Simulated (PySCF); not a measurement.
```xyz
17

N     2.5029   -1.0693    1.0898
C     2.2476   -0.4851    0.0134
C     1.4258    0.7745    0.0253
F     1.7355    1.5308   -1.0839
C    -0.0389    0.4039    0.0280
C    -0.8653    0.6634   -1.0559
C    -2.1953    0.2793   -0.9831
C    -2.6363   -0.3564    0.1661
N    -1.8511   -0.6097    1.2010
C    -0.5881   -0.2392    1.1351
H     3.0314   -1.9344    1.0114
H     2.5390   -0.8098   -0.9932
H     1.6680    1.3813    0.9063
H    -0.4770    1.1615   -1.9321
H    -2.8694    0.4706   -1.8031
H    -3.6631   -0.6808    0.2700
H     0.0273   -0.4686    1.9948
```

Geometry: GFN2-xTB.

The calculation used PBE0/pcSseg-1, SCF density, gas phase, non-relativistic in PySCF.

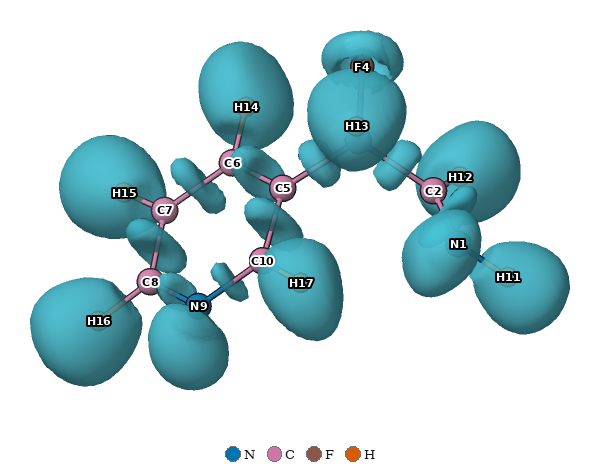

C$_{7}$H$_{7}$FN$_{2}$. Isosurface of the electron localisation function at 0.85 (cyan), seen at a tilt. Only the valence region is drawn (cores and ρ < 0.01 e/Å³ removed).

Where are the electrons localised?

Answer. The surface consists of six regions between bonded C–C atoms (shared pairs), three regions between bonded C–N atoms (shared pairs), seven regions around hydrogen nuclei, two lobes on N, pointing away from the bonds (lone pairs) and one region wrapped around F (its lone pairs, merged into a ring or cap). Profiles from the grid: C–N (1.25 Å): the ELF peaks at about 0.90 between the atoms; a short, multiple covalent bond. C–F (1.38 Å): the ELF peaks at about 0.85 between the atoms; a polar covalent bond.
